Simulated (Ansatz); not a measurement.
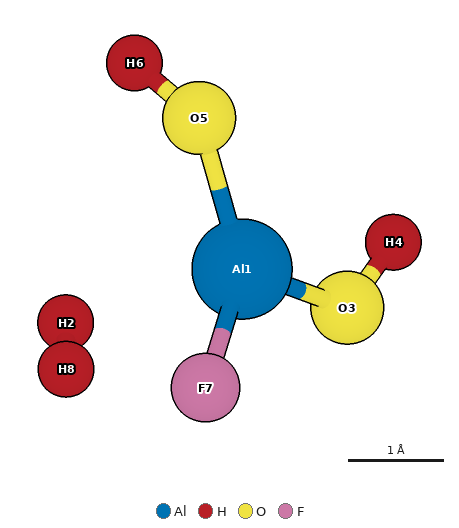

*The starting structure (ball-and-stick view, seen at a tilt; atoms are numbered from 1 in the order of the input). Sticks mark near contacts.*

Bond lengths as drawn: Al–F 1.68 Å, Al–O 1.70 to 1.71 Å, H–H 0.78 Å and H–O 0.97 Å.

**Molecular dynamics of AlH₄O₂F (part 1 of 4)**

- system: AlH₄O₂F
- method: RKS PBE-D4/def2-SVP (Ansatz 0.2.0)

It belongs to a series of runs on one base structure; here: dynamics from the highest image of the converged band. Figures and captions count atoms from 1; the log counts them from 0 in places.

Output
```
Engine: ansatz 0.2.0, aarch64-unknown-linux-gnu
Functional definition: PBE
  parameter kappa = 0.804
  parameter beta = 0.06672455060314922
  exchange = pbe_x(kappa = kappa, mu = beta*pi^2/3)
  correlation = pbe_c(beta = beta)
859 factors; their error is unknown
mean field evaluation 1: about -13445.3808 eV, gradient 8.8e1 eV
mean field evaluation 2: about -13387.8331 eV, gradient 1.9e2 eV
mean field evaluation 4: about -13458.2612 eV, gradient 1.7e1 eV
mean field evaluation 8: about -13458.7389 eV, gradient 3.9e-2 eV
mean field evaluation 16: about -13458.7026 eV, gradient 1.4e-5 eV
mean field -13458.70256107 eV, -494.5981964831 hartree, gradient 1.4e-5 eV, S^2 0.000000; 0 other end points of the search recorded, 0 dependent functions left out
the calculation of the forces begins
reference -13458.70259885 eV, -494.5981978715 hartree; 21, 21 occupied and 59, 59 virtual orbitals, 859 factors
md step     0: t =     0.00 fs  T =   100.0 K  F+E_penalty+E_count = -13458.81686713 eV  E_kin = 0.077556 eV  conserved = -13458.73931114 eV  (25 SCF iters)
these checks for a lower state are left out or cut short: starts, cluster_reference, orbital_swaps, neighbouring_geometries, increment
859 factors; their error is unknown
mean field -13458.69784358 eV, -494.5980231187 hartree, gradient 1.3e-5 eV, S^2 0.000000; 0 other end points of the search recorded, 0 dependent functions left out
the calculation of the forces begins
reference -13458.69788136 eV, -494.5980245068 hartree; 21, 21 occupied and 59, 59 virtual orbitals, 859 factors
md step     1: t =     0.50 fs  T =    93.8 K  F+E_penalty+E_count = -13458.81194147 eV  E_kin = 0.072749 eV  conserved = -13458.73919240 eV  (28 SCF iters)
[... from here on the SCF iterations and repeated set-up lines of each step are left out, up to the last step ...]
md step     2: t =     1.00 fs  T =    78.5 K  F+E_penalty+E_count = -13458.79959100 eV  E_kin = 0.060851 eV  conserved = -13458.73873970 eV  (28 SCF iters)
md step     3: t =     1.50 fs  T =    62.8 K  F+E_penalty+E_count = -13458.78691943 eV  E_kin = 0.048686 eV  conserved = -13458.73823297 eV  (28 SCF iters)
md step     4: t =     2.00 fs  T =    56.2 K  F+E_penalty+E_count = -13458.78164761 eV  E_kin = 0.043588 eV  conserved = -13458.73805999 eV  (28 SCF iters)
md step     5: t =     2.50 fs  T =    61.9 K  F+E_penalty+E_count = -13458.78639272 eV  E_kin = 0.048037 eV  conserved = -13458.73835546 eV  (28 SCF iters)
md step     6: t =     3.00 fs  T =    74.6 K  F+E_penalty+E_count = -13458.79670457 eV  E_kin = 0.057840 eV  conserved = -13458.73886409 eV  (28 SCF iters)
md step     7: t =     3.50 fs  T =    84.5 K  F+E_penalty+E_count = -13458.80476055 eV  E_kin = 0.065547 eV  conserved = -13458.73921320 eV  (28 SCF iters)
md step     8: t =     4.00 fs  T =    84.7 K  F+E_penalty+E_count = -13458.80493904 eV  E_kin = 0.065714 eV  conserved = -13458.73922473 eV  (28 SCF iters)
md step     9: t =     4.50 fs  T =    74.4 K  F+E_penalty+E_count = -13458.79669668 eV  E_kin = 0.057733 eV  conserved = -13458.73896358 eV  (28 SCF iters)
md step    10: t =     5.00 fs  T =    58.3 K  F+E_penalty+E_count = -13458.78379076 eV  E_kin = 0.045184 eV  conserved = -13458.73860715 eV  (28 SCF iters)
md step    11: t =     5.50 fs  T =    43.0 K  F+E_penalty+E_count = -13458.77163621 eV  E_kin = 0.033320 eV  conserved = -13458.73831668 eV  (28 SCF iters)
md step    12: t =     6.00 fs  T =    34.3 K  F+E_penalty+E_count = -13458.76476624 eV  E_kin = 0.026583 eV  conserved = -13458.73818321 eV  (28 SCF iters)
md step    13: t =     6.50 fs  T =    34.9 K  F+E_penalty+E_count = -13458.76528009 eV  E_kin = 0.027033 eV  conserved = -13458.73824753 eV  (22 SCF iters)
md step    14: t =     7.00 fs  T =    43.4 K  F+E_penalty+E_count = -13458.77214254 eV  E_kin = 0.033633 eV  conserved = -13458.73850973 eV  (28 SCF iters)
md step    15: t =     7.50 fs  T =    54.7 K  F+E_penalty+E_count = -13458.78127934 eV  E_kin = 0.042393 eV  conserved = -13458.73888593 eV  (28 SCF iters)
md step    16: t =     8.00 fs  T =    61.6 K  F+E_penalty+E_count = -13458.78699999 eV  E_kin = 0.047809 eV  conserved = -13458.73919114 eV  (28 SCF iters)
md step    17: t =     8.50 fs  T =    58.9 K  F+E_penalty+E_count = -13458.78487503 eV  E_kin = 0.045657 eV  conserved = -13458.73921808 eV  (28 SCF iters)
md step    18: t =     9.00 fs  T =    46.3 K  F+E_penalty+E_count = -13458.77482950 eV  E_kin = 0.035942 eV  conserved = -13458.73888792 eV  (26 SCF iters)
md step    19: t =     9.50 fs  T =    30.6 K  F+E_penalty+E_count = -13458.76214334 eV  E_kin = 0.023759 eV  conserved = -13458.73838451 eV  (28 SCF iters)
md step    20: t =    10.00 fs  T =    21.2 K  F+E_penalty+E_count = -13458.75453081 eV  E_kin = 0.016451 eV  conserved = -13458.73808021 eV  (27 SCF iters)
md step    21: t =    10.50 fs  T =    23.7 K  F+E_penalty+E_count = -13458.75660103 eV  E_kin = 0.018389 eV  conserved = -13458.73821167 eV  (22 SCF iters)
md step    22: t =    11.00 fs  T =    35.8 K  F+E_penalty+E_count = -13458.76640121 eV  E_kin = 0.027756 eV  conserved = -13458.73864492 eV  (28 SCF iters)
md step    23: t =    11.50 fs  T =    49.4 K  F+E_penalty+E_count = -13458.77731945 eV  E_kin = 0.038282 eV  conserved = -13458.73903788 eV  (28 SCF iters)
md step    24: t =    12.00 fs  T =    56.7 K  F+E_penalty+E_count = -13458.78312961 eV  E_kin = 0.043968 eV  conserved = -13458.73916115 eV  (28 SCF iters)
md step    25: t =    12.50 fs  T =    54.9 K  F+E_penalty+E_count = -13458.78158195 eV  E_kin = 0.042568 eV  conserved = -13458.73901402 eV  (28 SCF iters)
md step    26: t =    13.00 fs  T =    46.3 K  F+E_penalty+E_count = -13458.77464060 eV  E_kin = 0.035911 eV  conserved = -13458.73872970 eV  (28 SCF iters)
md step    27: t =    13.50 fs  T =    36.2 K  F+E_penalty+E_count = -13458.76655568 eV  E_kin = 0.028102 eV  conserved = -13458.73845368 eV  (28 SCF iters)
md step    28: t =    14.00 fs  T =    30.1 K  F+E_penalty+E_count = -13458.76160334 eV  E_kin = 0.023322 eV  conserved = -13458.73828086 eV  (28 SCF iters)
md step    29: t =    14.50 fs  T =    31.3 K  F+E_penalty+E_count = -13458.76250130 eV  E_kin = 0.024239 eV  conserved = -13458.73826234 eV  (22 SCF iters)
md step    30: t =    15.00 fs  T =    40.1 K  F+E_penalty+E_count = -13458.76951585 eV  E_kin = 0.031092 eV  conserved = -13458.73842430 eV  (23 SCF iters)
md step    31: t =    15.50 fs  T =    53.3 K  F+E_penalty+E_count = -13458.78010189 eV  E_kin = 0.041367 eV  conserved = -13458.73873483 eV  (29 SCF iters)
md step    32: t =    16.00 fs  T =    65.1 K  F+E_penalty+E_count = -13458.78952203 eV  E_kin = 0.050459 eV  conserved = -13458.73906279 eV  (28 SCF iters)
md step    33: t =    16.50 fs  T =    69.3 K  F+E_penalty+E_count = -13458.79293633 eV  E_kin = 0.053725 eV  conserved = -13458.73921117 eV  (28 SCF iters)
md step    34: t =    17.00 fs  T =    63.6 K  F+E_penalty+E_count = -13458.78838833 eV  E_kin = 0.049349 eV  conserved = -13458.73903884 eV  (28 SCF iters)
md step    35: t =    17.50 fs  T =    51.8 K  F+E_penalty+E_count = -13458.77879168 eV  E_kin = 0.040176 eV  conserved = -13458.73861571 eV  (28 SCF iters)
md step    36: t =    18.00 fs  T =    41.8 K  F+E_penalty+E_count = -13458.77068549 eV  E_kin = 0.032437 eV  conserved = -13458.73824805 eV  (28 SCF iters)
md step    37: t =    18.50 fs  T =    40.5 K  F+E_penalty+E_count = -13458.76964011 eV  E_kin = 0.031409 eV  conserved = -13458.73823067 eV  (29 SCF iters)
md step    38: t =    19.00 fs  T =    48.2 K  F+E_penalty+E_count = -13458.77594991 eV  E_kin = 0.037397 eV  conserved = -13458.73855293 eV  (26 SCF iters)
md step    39: t =    19.50 fs  T =    59.1 K  F+E_penalty+E_count = -13458.78474716 eV  E_kin = 0.045815 eV  conserved = -13458.73893209 eV  (28 SCF iters)
md step    40: t =    20.00 fs  T =    65.8 K  F+E_penalty+E_count = -13458.79010918 eV  E_kin = 0.050999 eV  conserved = -13458.73911045 eV  (28 SCF iters)
md step    41: t =    20.50 fs  T =    64.4 K  F+E_penalty+E_count = -13458.78898595 eV  E_kin = 0.049950 eV  conserved = -13458.73903606 eV  (28 SCF iters)
md step    42: t =    21.00 fs  T =    55.9 K  F+E_penalty+E_count = -13458.78220115 eV  E_kin = 0.043392 eV  conserved = -13458.73880958 eV  (28 SCF iters)
md step    43: t =    21.50 fs  T =    44.5 K  F+E_penalty+E_count = -13458.77306221 eV  E_kin = 0.034499 eV  conserved = -13458.73856365 eV  (28 SCF iters)
md step    44: t =    22.00 fs  T =    34.7 K  F+E_penalty+E_count = -13458.76533885 eV  E_kin = 0.026950 eV  conserved = -13458.73838857 eV  (28 SCF iters)
md step    45: t =    22.50 fs  T =    30.2 K  F+E_penalty+E_count = -13458.76178634 eV  E_kin = 0.023460 eV  conserved = -13458.73832660 eV  (28 SCF iters)
md step    46: t =    23.00 fs  T =    32.2 K  F+E_penalty+E_count = -13458.76337331 eV  E_kin = 0.024970 eV  conserved = -13458.73840312 eV  (29 SCF iters)
md step    47: t =    23.50 fs  T =    39.0 K  F+E_penalty+E_count = -13458.76887735 eV  E_kin = 0.030258 eV  conserved = -13458.73861900 eV  (28 SCF iters)
md step    48: t =    24.00 fs  T =    46.5 K  F+E_penalty+E_count = -13458.77498090 eV  E_kin = 0.036079 eV  conserved = -13458.73890162 eV  (28 SCF iters)
md step    49: t =    24.50 fs  T =    49.5 K  F+E_penalty+E_count = -13458.77748875 eV  E_kin = 0.038393 eV  conserved = -13458.73909553 eV  (28 SCF iters)
md step    50: t =    25.00 fs  T =    44.7 K  F+E_penalty+E_count = -13458.77372100 eV  E_kin = 0.034681 eV  conserved = -13458.73904005 eV  (28 SCF iters)
md step    51: t =    25.50 fs  T =    33.7 K  F+E_penalty+E_count = -13458.76484294 eV  E_kin = 0.026127 eV  conserved = -13458.73871549 eV  (28 SCF iters)
md step    52: t =    26.00 fs  T =    22.7 K  F+E_penalty+E_count = -13458.75595997 eV  E_kin = 0.017621 eV  conserved = -13458.73833939 eV  (28 SCF iters)
md step    53: t =    26.50 fs  T =    18.8 K  F+E_penalty+E_count = -13458.75278159 eV  E_kin = 0.014560 eV  conserved = -13458.73822130 eV  (28 SCF iters)
md step    54: t =    27.00 fs  T =    24.0 K  F+E_penalty+E_count = -13458.75709490 eV  E_kin = 0.018642 eV  conserved = -13458.73845324 eV  (28 SCF iters)
md step    55: t =    27.50 fs  T =    34.3 K  F+E_penalty+E_count = -13458.76542483 eV  E_kin = 0.026608 eV  conserved = -13458.73881695 eV  (28 SCF iters)
md step    56: t =    28.00 fs  T =    42.7 K  F+E_penalty+E_count = -13458.77217148 eV  E_kin = 0.033141 eV  conserved = -13458.73903068 eV  (28 SCF iters)
md step    57: t =    28.50 fs  T =    44.9 K  F+E_penalty+E_count = -13458.77380183 eV  E_kin = 0.034806 eV  conserved = -13458.73899556 eV  (26 SCF iters)
md step    58: t =    29.00 fs  T =    40.9 K  F+E_penalty+E_count = -13458.77052253 eV  E_kin = 0.031728 eV  conserved = -13458.73879475 eV  (28 SCF iters)
md step    59: t =    29.50 fs  T =    34.3 K  F+E_penalty+E_count = -13458.76519039 eV  E_kin = 0.026623 eV  conserved = -13458.73856757 eV  (28 SCF iters)
md step    60: t =    30.00 fs  T =    29.4 K  F+E_penalty+E_count = -13458.76123148 eV  E_kin = 0.022820 eV  conserved = -13458.73841161 eV  (29 SCF iters)
md step    61: t =    30.50 fs  T =    29.3 K  F+E_penalty+E_count = -13458.76108762 eV  E_kin = 0.022728 eV  conserved = -13458.73835957 eV  (28 SCF iters)
md step    62: t =    31.00 fs  T =    35.0 K  F+E_penalty+E_count = -13458.76559098 eV  E_kin = 0.027173 eV  conserved = -13458.73841809 eV  (28 SCF iters)
md step    63: t =    31.50 fs  T =    45.4 K  F+E_penalty+E_count = -13458.77380061 eV  E_kin = 0.035210 eV  conserved = -13458.73859097 eV  (28 SCF iters)
md step    64: t =    32.00 fs  T =    57.0 K  F+E_penalty+E_count = -13458.78302956 eV  E_kin = 0.044190 eV  conserved = -13458.73883953 eV  (28 SCF iters)
md step    65: t =    32.50 fs  T =    65.1 K  F+E_penalty+E_count = -13458.78956114 eV  E_kin = 0.050514 eV  conserved = -13458.73904668 eV  (28 SCF iters)
md step    66: t =    33.00 fs  T =    66.3 K  F+E_penalty+E_count = -13458.79048232 eV  E_kin = 0.051423 eV  conserved = -13458.73905907 eV  (28 SCF iters)
md step    67: t =    33.50 fs  T =    60.8 K  F+E_penalty+E_count = -13458.78594354 eV  E_kin = 0.047134 eV  conserved = -13458.73880906 eV  (28 SCF iters)
md step    68: t =    34.00 fs  T =    53.6 K  F+E_penalty+E_count = -13458.77998461 eV  E_kin = 0.041542 eV  conserved = -13458.73844268 eV  (28 SCF iters)
md step    69: t =    34.50 fs  T =    51.5 K  F+E_penalty+E_count = -13458.77820084 eV  E_kin = 0.039937 eV  conserved = -13458.73826335 eV  (28 SCF iters)
md step    70: t =    35.00 fs  T =    57.8 K  F+E_penalty+E_count = -13458.78327043 eV  E_kin = 0.044828 eV  conserved = -13458.73844254 eV  (28 SCF iters)
md step    71: t =    35.50 fs  T =    69.2 K  F+E_penalty+E_count = -13458.79249993 eV  E_kin = 0.053678 eV  conserved = -13458.73882152 eV  (28 SCF iters)
md step    72: t =    36.00 fs  T =    78.7 K  F+E_penalty+E_count = -13458.80010813 eV  E_kin = 0.061019 eV  conserved = -13458.73908888 eV  (28 SCF iters)
md step    73: t =    36.50 fs  T =    80.9 K  F+E_penalty+E_count = -13458.80180530 eV  E_kin = 0.062723 eV  conserved = -13458.73908254 eV  (28 SCF iters)
md step    74: t =    37.00 fs  T =    75.4 K  F+E_penalty+E_count = -13458.79735057 eV  E_kin = 0.058484 eV  conserved = -13458.73886672 eV  (28 SCF iters)
md step    75: t =    37.50 fs  T =    66.0 K  F+E_penalty+E_count = -13458.78977916 eV  E_kin = 0.051174 eV  conserved = -13458.73860512 eV  (28 SCF iters)
md step    76: t =    38.00 fs  T =    57.5 K  F+E_penalty+E_count = -13458.78299491 eV  E_kin = 0.044568 eV  conserved = -13458.73842713 eV  (26 SCF iters)
md step    77: t =    38.50 fs  T =    53.4 K  F+E_penalty+E_count = -13458.77976096 eV  E_kin = 0.041387 eV  conserved = -13458.73837403 eV  (28 SCF iters)
md step    78: t =    39.00 fs  T =    54.8 K  F+E_penalty+E_count = -13458.78094454 eV  E_kin = 0.042509 eV  conserved = -13458.73843517 eV  (28 SCF iters)
md step    79: t =    39.50 fs  T =    60.6 K  F+E_penalty+E_count = -13458.78557875 eV  E_kin = 0.046980 eV  conserved = -13458.73859912 eV  (28 SCF iters)
md step    80: t =    40.00 fs  T =    67.4 K  F+E_penalty+E_count = -13458.79109496 eV  E_kin = 0.052260 eV  conserved = -13458.73883481 eV  (28 SCF iters)
md step    81: t =    40.50 fs  T =    70.8 K  F+E_penalty+E_count = -13458.79394479 eV  E_kin = 0.054902 eV  conserved = -13458.73904252 eV  (28 SCF iters)
md step    82: t =    41.00 fs  T =    67.2 K  F+E_penalty+E_count = -13458.79119071 eV  E_kin = 0.052116 eV  conserved = -13458.73907465 eV  (28 SCF iters)
md step    83: t =    41.50 fs  T =    56.6 K  F+E_penalty+E_count = -13458.78270189 eV  E_kin = 0.043860 eV  conserved = -13458.73884206 eV  (28 SCF iters)
md step    84: t =    42.00 fs  T =    43.7 K  F+E_penalty+E_count = -13458.77232172 eV  E_kin = 0.033871 eV  conserved = -13458.73845023 eV  (28 SCF iters)
md step    85: t =    42.50 fs  T =    36.0 K  F+E_penalty+E_count = -13458.76609210 eV  E_kin = 0.027893 eV  conserved = -13458.73819951 eV  (28 SCF iters)
md step    86: t =    43.00 fs  T =    38.0 K  F+E_penalty+E_count = -13458.76776590 eV  E_kin = 0.029439 eV  conserved = -13458.73832723 eV  (28 SCF iters)
md step    87: t =    43.50 fs  T =    47.3 K  F+E_penalty+E_count = -13458.77540605 eV  E_kin = 0.036672 eV  conserved = -13458.73873431 eV  (28 SCF iters)
md step    88: t =    44.00 fs  T =    56.4 K  F+E_penalty+E_count = -13458.78283651 eV  E_kin = 0.043755 eV  conserved = -13458.73908195 eV  (28 SCF iters)
md step    89: t =    44.50 fs  T =    58.6 K  F+E_penalty+E_count = -13458.78459734 eV  E_kin = 0.045466 eV  conserved = -13458.73913123 eV  (28 SCF iters)
md step    90: t =    45.00 fs  T =    52.5 K  F+E_penalty+E_count = -13458.77960053 eV  E_kin = 0.040694 eV  conserved = -13458.73890641 eV  (28 SCF iters)
md step    91: t =    45.50 fs  T =    41.8 K  F+E_penalty+E_count = -13458.77097552 eV  E_kin = 0.032385 eV  conserved = -13458.73859023 eV  (28 SCF iters)
md step    92: t =    46.00 fs  T =    32.3 K  F+E_penalty+E_count = -13458.76341371 eV  E_kin = 0.025056 eV  conserved = -13458.73835776 eV  (28 SCF iters)
md step    93: t =    46.50 fs  T =    28.6 K  F+E_penalty+E_count = -13458.76049398 eV  E_kin = 0.022213 eV  conserved = -13458.73828134 eV  (29 SCF iters)
md step    94: t =    47.00 fs  T =    32.4 K  F+E_penalty+E_count = -13458.76345655 eV  E_kin = 0.025107 eV  conserved = -13458.73834930 eV  (28 SCF iters)
md step    95: t =    47.50 fs  T =    42.2 K  F+E_penalty+E_count = -13458.77124283 eV  E_kin = 0.032708 eV  conserved = -13458.73853526 eV  (26 SCF iters)
md step    96: t =    48.00 fs  T =    54.3 K  F+E_penalty+E_count = -13458.78092388 eV  E_kin = 0.042121 eV  conserved = -13458.73880254 eV  (28 SCF iters)
md step    97: t =    48.50 fs  T =    63.7 K  F+E_penalty+E_count = -13458.78842258 eV  E_kin = 0.049370 eV  conserved = -13458.73905222 eV  (28 SCF iters)
md step    98: t =    49.00 fs  T =    65.8 K  F+E_penalty+E_count = -13458.79012588 eV  E_kin = 0.050998 eV  conserved = -13458.73912807 eV  (28 SCF iters)
md step    99: t =    49.50 fs  T =    59.7 K  F+E_penalty+E_count = -13458.78523350 eV  E_kin = 0.046316 eV  conserved = -13458.73891774 eV  (28 SCF iters)
md step   100: t =    50.00 fs  T =    50.0 K  F+E_penalty+E_count = -13458.77729668 eV  E_kin = 0.038801 eV  conserved = -13458.73849543 eV  (28 SCF iters)
md step   101: t =    50.50 fs  T =    44.8 K  F+E_penalty+E_count = -13458.77287096 eV  E_kin = 0.034707 eV  conserved = -13458.73816436 eV  (28 SCF iters)
md step   102: t =    51.00 fs  T =    49.9 K  F+E_penalty+E_count = -13458.77693435 eV  E_kin = 0.038709 eV  conserved = -13458.73822574 eV  (28 SCF iters)
md step   103: t =    51.50 fs  T =    64.3 K  F+E_penalty+E_count = -13458.78852866 eV  E_kin = 0.049876 eV  conserved = -13458.73865264 eV  (28 SCF iters)
md step   104: t =    52.00 fs  T =    80.1 K  F+E_penalty+E_count = -13458.80118446 eV  E_kin = 0.062085 eV  conserved = -13458.73909899 eV  (28 SCF iters)
md step   105: t =    52.50 fs  T =    88.6 K  F+E_penalty+E_count = -13458.80797510 eV  E_kin = 0.068727 eV  conserved = -13458.73924812 eV  (28 SCF iters)
md step   106: t =    53.00 fs  T =    86.7 K  F+E_penalty+E_count = -13458.80629254 eV  E_kin = 0.067234 eV  conserved = -13458.73905874 eV  (28 SCF iters)
md step   107: t =    53.50 fs  T =    77.3 K  F+E_penalty+E_count = -13458.79868530 eV  E_kin = 0.059979 eV  conserved = -13458.73870647 eV  (28 SCF iters)
md step   108: t =    54.00 fs  T =    67.0 K  F+E_penalty+E_count = -13458.79035061 eV  E_kin = 0.051947 eV  conserved = -13458.73840400 eV  (28 SCF iters)
md step   109: t =    54.50 fs  T =    61.4 K  F+E_penalty+E_count = -13458.78591676 eV  E_kin = 0.047648 eV  conserved = -13458.73826864 eV  (28 SCF iters)
md step   110: t =    55.00 fs  T =    63.5 K  F+E_penalty+E_count = -13458.78754404 eV  E_kin = 0.049235 eV  conserved = -13458.73830954 eV  (28 SCF iters)
md step   111: t =    55.50 fs  T =    72.4 K  F+E_penalty+E_count = -13458.79461896 eV  E_kin = 0.056121 eV  conserved = -13458.73849787 eV  (28 SCF iters)
md step   112: t =    56.00 fs  T =    84.3 K  F+E_penalty+E_count = -13458.80417785 eV  E_kin = 0.065386 eV  conserved = -13458.73879137 eV  (28 SCF iters)
md step   113: t =    56.50 fs  T =    93.6 K  F+E_penalty+E_count = -13458.81170933 eV  E_kin = 0.072621 eV  conserved = -13458.73908843 eV  (28 SCF iters)
```
